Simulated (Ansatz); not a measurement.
Input file:

```
crystal:
  lattice:
    - [0.0, 3.3013675774, 3.3013675774]
    - [3.3013675774, 0.0, 3.3013675774]
    - [3.3013675774, 3.3013675774, 0.0]
  atoms:
    - { symbol: Zr, position: [0.25, 0.25, 0.25] }
    - { symbol: Zr, position: [0.75, 0.75, 0.75] }
    - { symbol: Ta, position: [0.0, 0.0, 0.0] }
basis:
  ecutwfc: 420
kpoints:
  mp_grid: { grid: [12, 12, 12] }
hamiltonian:
  xc: pbe
scf:
  occupations: { method: gaussian, width: 0.1 }
output:
  forces: true
  stress: true
  eigenvalues: true
  write_density: true
  write_potential: true
  elf: true
  volumetric_format: npy
relax:
  adjacent_minimum: "off"
  f_tol: 0.01
  max_steps: 80
  cell: { stress_tol: 0.05 }
```

Launched as:

```sh
ansatz run input.yaml --threads 1 --pin off --max-ram 2560MiB --backend cpu --events-out ev --progress --plain --runs-dir out
```

Below, planes, directions and counts refer to the conventional cell (a = 6.61 Å, b = 6.61 Å, c = 6.61 Å, α = 90.00°, β = 90.00°, γ = 90.00°).

The fields are those of the relaxed geometry.

Space group Fm-3m; started from the fluorite_225 prototype, which need not be the ambient phase; computed without spin polarisation.

Theory: Ansatz, DFT PBE, scalar-relativistic, plane waves, PAW.

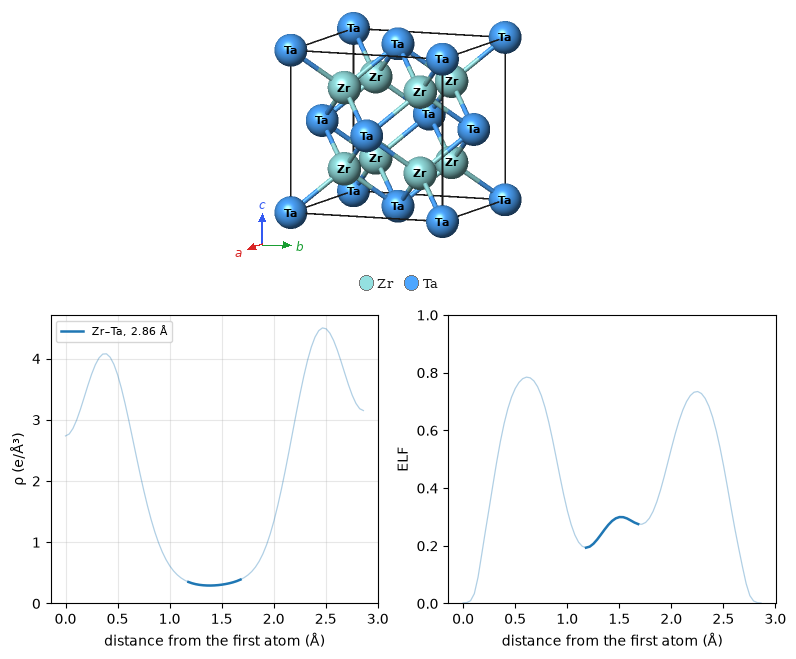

Zr₂Ta. Valence charge density (pseudo) and ELF along straight lines between neighbouring atoms. Thin, pale parts lie inside the atomic spheres. The structure is drawn too.

The density is the valence pseudo-density of a PAW calculation; it isn't the true density close to the nuclei.

Q: What can be read from the curves?

A: Zr–Ta (2.86 Å): ρ is about 0.3 e/Å³ halfway; the ELF is about 0.30 at the midpoint (no shared electron pair shows on this line).
